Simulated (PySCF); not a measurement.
Vertical excitations of a molecule C4H10OSi from TDA-PBE/def2-SVPD (PySCF), as energy in eV (oscillator strength): 5.62 (0.020), 5.96 (0.019), 6.26 (0.018), 6.32 (0.002), 6.59 (0.027), 6.62 (0.013). Lowest triplet (TDA): 5.41 eV. Geometry optimised at PBE-D3(BJ)/def2-SVP. Other conformers were not sampled.

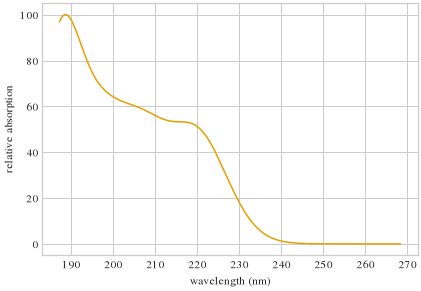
Fig. 1. The lines broadened by 0.4 eV.

Pick the molecule that these values belong to.
A) C[C@@H]1COC[SiH2]1
B) C=CO[SiH2]CC
C) C=C[C@@H]([SiH3])OC
D) OC[C@H]1CC[SiH2]1

D, OC[C@H]1CC[SiH2]1
